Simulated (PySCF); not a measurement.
## Geometry relaxation, with input and output: GaF4 (charge −1) (part 2 of 2)

The same run, continued: GaF4, charge −1; UHF/def2-svp, optimize (PySCF 2.14.0). 

Geometry of the input (Å):
```
Ga 0.0000  0.0000  0.0000
F  0.0019  1.4668  -1.0372
F  0.0000  -1.4668  -1.0372
F  1.4659  -0.0009  1.0385
F  -1.4677  0.0009  1.0359
```

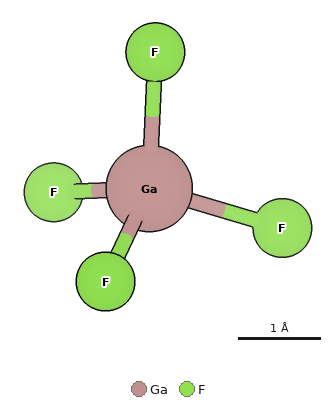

**Figure 1.** The structure as given in the input (ball-and-stick view, seen at a tilt). Sticks mark near contacts.

### The program's output, continued
```
******** <class 'pyscf.scf.hf.UHF_Scanner'> ********
method = UHF_Scanner
initial guess = minao
damping factor = 0
level_shift factor = 0
DIIS = <class 'pyscf.scf.diis.CDIIS'>
diis_start_cycle = 1
diis_space = 8
diis_damp = 0
SCF conv_tol = 1e-09
SCF conv_tol_grad = None
SCF max_cycles = 50
direct_scf = True
direct_scf_tol = 1e-13
number electrons alpha = 34  beta = 34
Set gradient conv threshold to 3.16228e-05
init E= -2320.73680871529
  alpha nocc = 34  HOMO = -0.382390181043754  LUMO = 0.324443656949153
  beta  nocc = 34  HOMO = -0.382390538573974  LUMO = 0.324443656949153
  HOMO = -0.382390181044  LUMO = 0.324443656949  gap/eV = 19.23393
cycle= 1 E= -2320.69793470245  delta_E= 0.0389  |g|= 0.0102  |ddm|= 0.0306
  alpha nocc = 34  HOMO = -0.392209416623198  LUMO = 0.316172917897215
  beta  nocc = 34  HOMO = -0.392209635609398  LUMO = 0.316172917897215
  HOMO = -0.392209416623  LUMO = 0.316172917897  gap/eV = 19.27607
cycle= 2 E= -2320.69796790077  delta_E= -3.32e-05  |g|= 0.00454  |ddm|= 0.00726
  alpha nocc = 34  HOMO = -0.39179634998411  LUMO = 0.316332136418438
  beta  nocc = 34  HOMO = -0.391796509946121  LUMO = 0.316332136418438
  HOMO = -0.391796349984  LUMO = 0.316332136418  gap/eV = 19.26916
cycle= 3 E= -2320.69797300625  delta_E= -5.11e-06  |g|= 0.00122  |ddm|= 0.00244
  alpha nocc = 34  HOMO = -0.391900858650454  LUMO = 0.316353013618288
  beta  nocc = 34  HOMO = -0.391900961056753  LUMO = 0.316353013618288
  HOMO = -0.39190085865  LUMO = 0.316353013618  gap/eV = 19.27257
cycle= 4 E= -2320.6979739235  delta_E= -9.17e-07  |g|= 0.000377  |ddm|= 0.00122
  alpha nocc = 34  HOMO = -0.391954330025508  LUMO = 0.316302384332804
  beta  nocc = 34  HOMO = -0.39195438038706  LUMO = 0.316302384332804
  HOMO = -0.391954330026  LUMO = 0.316302384333  gap/eV = 19.27265
cycle= 5 E= -2320.69797406548  delta_E= -1.42e-07  |g|= 6.06e-05  |ddm|= 0.000592
  alpha nocc = 34  HOMO = -0.391975341313309  LUMO = 0.316295433002255
  beta  nocc = 34  HOMO = -0.39197537073632  LUMO = 0.316295433002255
  HOMO = -0.391975341313  LUMO = 0.316295433002  gap/eV = 19.27303
cycle= 6 E= -2320.69797406812  delta_E= -2.64e-09  |g|= 2.35e-05  |ddm|= 7.89e-05
  alpha nocc = 34  HOMO = -0.391971456144188  LUMO = 0.316295478251685
  beta  nocc = 34  HOMO = -0.391971474850769  LUMO = 0.316295478251685
  HOMO = -0.391971456144  LUMO = 0.316295478252  gap/eV = 19.27292
cycle= 7 E= -2320.69797406836  delta_E= -2.41e-10  |g|= 3.39e-06  |ddm|= 2.14e-05
  alpha nocc = 34  HOMO = -0.391971935509433  LUMO = 0.316295481750796
  beta  nocc = 34  HOMO = -0.391971947466288  LUMO = 0.316295481750796
  HOMO = -0.391971935509  LUMO = 0.316295481751  gap/eV = 19.27294
Extra cycle  E= -2320.69797406836  delta_E= -3.18e-12  |g|= 1.35e-06  |ddm|= 5.13e-06
converged SCF energy = -2320.69797406836  <S^2> = 1.4210855e-14  2S+1 = 1

******** <class 'pyscf.grad.rhf.Gradients_Scanner'> for <class 'pyscf.scf.hf.UHF_Scanner'> ********
unit = Eh/Bohr
--------------- UHF_Scanner gradients ---------------
         x                y                z
0 Ga    -0.0000032547    -0.0000000207    -0.0000000130
1 F     0.0000001435    -0.0009686247     0.0006844673
2 F    -0.0000000721     0.0009686469     0.0006844823
3 F    -0.0009670337     0.0000013288    -0.0006850898
4 F     0.0009702171    -0.0000013302    -0.0006838468
----------------------------------------------
cycle 2: E = -2320.69797407  dE = -0.00130173  norm(grad) = 0.00237213
Step    1 : Displace = 2.427e-02/2.714e-02 (rms/max) Trust = 1.000e-01 (=) Grad = 1.061e-03/1.187e-03 (rms/max) E (change) = -2320.6979740684 (-1.302e-03) Quality = 0.938
Hessian Eigenvalues: 5.00000e-02 5.00000e-02 5.00000e-02 ... 2.63971e-01 2.63979e-01 2.87098e-01

Geometry optimization cycle 3
Cartesian coordinates (Angstrom)
 Atom        New coordinates             dX        dY        dZ
  Ga   0.000017  -0.000000  -0.000000    0.000004  0.000000  0.000000
   F   0.001854   1.446431  -1.022788   -0.000006  0.001787 -0.001260
   F   0.000009  -1.446432  -1.022788    0.000002 -0.001787 -0.001260
   F   1.445541  -0.000901   1.024072    0.001786 -0.000006  0.001264
   F  -1.447321   0.000902   1.021504   -0.001787  0.000006  0.001256
New geometry
   1 Ga     0.000017028883  -0.000000005195  -0.000000003257 AA    0.000032179925  -0.000000009818  -0.000000006155 Bohr
   2 F      0.001854148326   1.446431107693  -1.022787559941 AA    0.003503832530   2.733358651591  -1.932788371900 Bohr
   3 F      0.000008573233  -1.446431694385  -1.022788371129 AA    0.000016201063  -2.733359760278  -1.932789904824 Bohr
   4 F      1.445540973465  -0.000901225929   1.024072076427 AA    2.731676541687  -0.001703070183   1.935215756262 Bohr
   5 F     -1.447320723906   0.000901817808   1.021503857892 AA   -2.735039782589   0.001704188671   1.930362526602 Bohr

******** <class 'pyscf.scf.hf.UHF_Scanner'> ********
method = UHF_Scanner
initial guess = minao
damping factor = 0
level_shift factor = 0
DIIS = <class 'pyscf.scf.diis.CDIIS'>
diis_start_cycle = 1
diis_space = 8
diis_damp = 0
SCF conv_tol = 1e-09
SCF conv_tol_grad = None
SCF max_cycles = 50
direct_scf = True
direct_scf_tol = 1e-13
number electrons alpha = 34  beta = 34
Set gradient conv threshold to 3.16228e-05
init E= -2320.69494837738
  alpha nocc = 34  HOMO = -0.392731601485444  LUMO = 0.315200541873085
  beta  nocc = 34  HOMO = -0.392731609112911  LUMO = 0.315200541873085
  HOMO = -0.392731601485  LUMO = 0.315200541873  gap/eV = 19.26381
cycle= 1 E= -2320.69798295216  delta_E= -0.00303  |g|= 0.000842  |ddm|= 0.00252
  alpha nocc = 34  HOMO = -0.391977444856544  LUMO = 0.315844329405286
  beta  nocc = 34  HOMO = -0.391977449743318  LUMO = 0.315844329405286
  HOMO = -0.391977444857  LUMO = 0.315844329405  gap/eV = 19.26081
cycle= 2 E= -2320.69798316827  delta_E= -2.16e-07  |g|= 0.000398  |ddm|= 0.000592
  alpha nocc = 34  HOMO = -0.392004627731353  LUMO = 0.315834299897582
  beta  nocc = 34  HOMO = -0.392004631350621  LUMO = 0.315834299897582
  HOMO = -0.392004627731  LUMO = 0.315834299898  gap/eV = 19.26128
cycle= 3 E= -2320.69798320565  delta_E= -3.74e-08  |g|= 9.66e-05  |ddm|= 0.000204
  alpha nocc = 34  HOMO = -0.391996591026186  LUMO = 0.315832711166586
  beta  nocc = 34  HOMO = -0.391996593303625  LUMO = 0.315832711166586
  HOMO = -0.391996591026  LUMO = 0.315832711167  gap/eV = 19.26102
cycle= 4 E= -2320.6979832119  delta_E= -6.25e-09  |g|= 3.01e-05  |ddm|= 0.000102
  alpha nocc = 34  HOMO = -0.391992602172004  LUMO = 0.315836843796254
  beta  nocc = 34  HOMO = -0.391992603297728  LUMO = 0.315836843796254
  HOMO = -0.391992602172  LUMO = 0.315836843796  gap/eV = 19.26102
cycle= 5 E= -2320.69798321281  delta_E= -9.11e-10  |g|= 5.69e-06  |ddm|= 4.74e-05
  alpha nocc = 34  HOMO = -0.391990675230519  LUMO = 0.31583730309238
  beta  nocc = 34  HOMO = -0.391990675949625  LUMO = 0.31583730309238
  HOMO = -0.391990675231  LUMO = 0.315837303092  gap/eV = 19.26098
Extra cycle  E= -2320.69798321284  delta_E= -2.77e-11  |g|= 2.9e-06  |ddm|= 6.06e-06
converged SCF energy = -2320.69798321284  <S^2> = 0  2S+1 = 1

******** <class 'pyscf.grad.rhf.Gradients_Scanner'> for <class 'pyscf.scf.hf.UHF_Scanner'> ********
unit = Eh/Bohr
--------------- UHF_Scanner gradients ---------------
         x                y                z
0 Ga    -0.0000012378    -0.0000000053    -0.0000000033
1 F     0.0000008370     0.0000628125    -0.0000447210
2 F    -0.0000002131    -0.0000628076    -0.0000447187
3 F     0.0000631194     0.0000004461     0.0000448300
4 F    -0.0000625055    -0.0000004457     0.0000446130
----------------------------------------------
cycle 3: E = -2320.69798321  dE = -9.14447e-06  norm(grad) = 0.00015422
Step    2 : Displace = 1.955e-03/2.188e-03 (rms/max) Trust = 1.414e-01 (+) Grad = 6.897e-05/7.742e-05 (rms/max) E (change) = -2320.6979832128 (-9.144e-06) Quality = 0.933
Hessian Eigenvalues: 5.00000e-02 5.00000e-02 5.00000e-02 ... 2.63971e-01 2.63979e-01 3.05764e-01

Geometry optimization cycle 4
Cartesian coordinates (Angstrom)
 Atom        New coordinates             dX        dY        dZ
  Ga   0.000019  -0.000000  -0.000000    0.000002  0.000000  0.000000
   F   0.001849   1.446323  -1.022709   -0.000005 -0.000108  0.000079
   F   0.000011  -1.446324  -1.022710    0.000002  0.000108  0.000079
   F   1.445433  -0.000905   1.023995   -0.000107 -0.000004 -0.000078
   F  -1.447212   0.000905   1.021424    0.000108  0.000004 -0.000080
New geometry
   1 Ga     0.000018863506  -0.000000001975  -0.000000001236 AA    0.000035646860  -0.000000003732  -0.000000002335 Bohr
   2 F      0.001849144774   1.446323236617  -1.022708992787 AA    0.003494377188   2.733154804801  -1.932639901497 Bohr
   3 F      0.000010968353  -1.446323825873  -1.022709800237 AA    0.000020727183  -2.733155918333  -1.932641427357 Bohr
   4 F      1.445433480522  -0.000904789537   1.023994507506 AA    2.731473409463  -0.001709804425   1.935069172245 Bohr
   5 F     -1.447212457150   0.000905380756   1.021424286747 AA   -2.734835188073   0.001710921668   1.930212158931 Bohr

******** <class 'pyscf.scf.hf.UHF_Scanner'> ********
method = UHF_Scanner
initial guess = minao
damping factor = 0
level_shift factor = 0
DIIS = <class 'pyscf.scf.diis.CDIIS'>
diis_start_cycle = 1
diis_space = 8
diis_damp = 0
SCF conv_tol = 1e-09
SCF conv_tol_grad = None
SCF max_cycles = 50
direct_scf = True
direct_scf_tol = 1e-13
number electrons alpha = 34  beta = 34
Set gradient conv threshold to 3.16228e-05
init E= -2320.69816898693
  alpha nocc = 34  HOMO = -0.391945220923114  LUMO = 0.315904391115612
  beta  nocc = 34  HOMO = -0.391945221382449  LUMO = 0.315904391115612
  HOMO = -0.391945220923  LUMO = 0.315904391116  gap/eV = 19.26157
cycle= 1 E= -2320.6979832509  delta_E= 0.000186  |g|= 5.08e-05  |ddm|= 0.000153
  alpha nocc = 34  HOMO = -0.391990711694025  LUMO = 0.315865068458984
  beta  nocc = 34  HOMO = -0.39199071198732  LUMO = 0.315865068458984
  HOMO = -0.391990711694  LUMO = 0.315865068459  gap/eV = 19.26174
cycle= 2 E= -2320.69798325168  delta_E= -7.8e-10  |g|= 2.35e-05  |ddm|= 3.55e-05
  alpha nocc = 34  HOMO = -0.391988648142469  LUMO = 0.315865922396488
  beta  nocc = 34  HOMO = -0.391988648329752  LUMO = 0.315865922396488
  HOMO = -0.391988648142  LUMO = 0.315865922396  gap/eV = 19.26170
Extra cycle  E= -2320.69798325179  delta_E= -1.09e-10  |g|= 1.42e-05  |ddm|= 1.66e-05
converged SCF energy = -2320.69798325179  <S^2> = 1.4210855e-14  2S+1 = 1

******** <class 'pyscf.grad.rhf.Gradients_Scanner'> for <class 'pyscf.scf.hf.UHF_Scanner'> ********
unit = Eh/Bohr
--------------- UHF_Scanner gradients ---------------
         x                y                z
0 Ga    -0.0000004330    -0.0000000008    -0.0000000005
1 F     0.0000004127     0.0000001270    -0.0000002864
2 F    -0.0000002118    -0.0000001266    -0.0000002869
3 F     0.0000002432     0.0000003123     0.0000002984
4 F    -0.0000000112    -0.0000003119     0.0000002754
----------------------------------------------
cycle 4: E = -2320.69798325  dE = -3.89532e-08  norm(grad) = 1.00906e-06
```

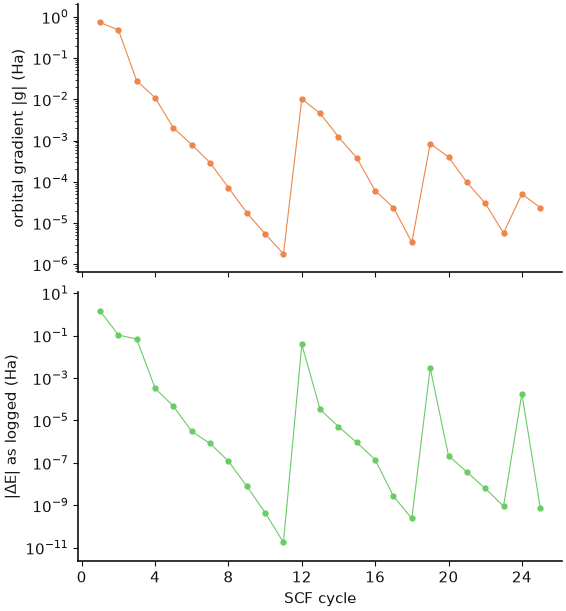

**Figure 2.** Convergence of the self-consistent field: orbital gradient |g| and size of the energy change against the SCF cycle. All cycles printed in the log are drawn one after another.

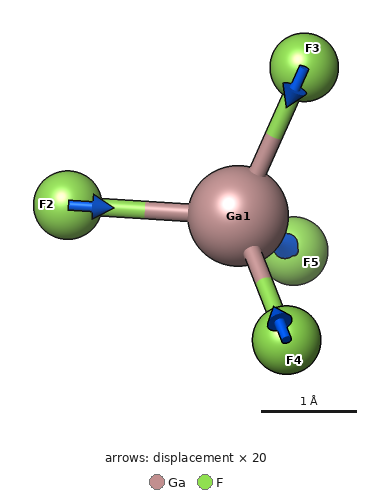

**Figure 3.** The starting structure with the displacements as blue arrows, magnified 20 times (ball-and-stick view, seen at a tilt). The two geometries are laid on each other by the best rigid fit. The largest moves after the best rigid fit, 0.025 Å, are those of F2, F3, F4 and F5. Ga stays in place. Distances before and after: Ga1–F2 1.796 → 1.771 Å. (Atoms are counted from 1 in the order of the input.)

```
Step    3 : Displace = 1.194e-04/1.344e-04 (rms/max) Trust = 2.000e-01 (+) Grad = 4.513e-07/5.182e-07 (rms/max) E (change) = -2320.6979832518 (-3.895e-08) Quality = 1.001
Hessian Eigenvalues: 5.00000e-02 5.00000e-02 5.00000e-02 ... 2.63971e-01 2.63979e-01 3.05764e-01
Converged! =D

    #| If this code has benefited your research, please support us by citing: |#
    #| Wang, L.-P.; Song, C.C. (2016) "Geometry optimization made simple with |#
    #| translation and rotation coordinates", J. Chem, Phys. 144, 214108.     |#
    #|                                     |#
optimised geometry (angstrom)
Ga          0.00001886       -0.00000000       -0.00000000
F           0.00184914        1.44632324       -1.02270899
F           0.00001097       -1.44632383       -1.02270980
F           1.44543348       -0.00090479        1.02399451
F          -1.44721246        0.00090538        1.02142429
orbital energies (hartree): [array([-0.3921, -0.3921, -0.3921,  0.3103,  0.3872,  0.3872]), array([-0.3921, -0.3921, -0.3921,  0.3103,  0.3872,  0.3872])]
```

### Summary

| quantity | value |
| --- | --- |
| outcome | converged |
| SCF energy at the first geometry | −2320.696672 hartree |
| wall time | 39 s |
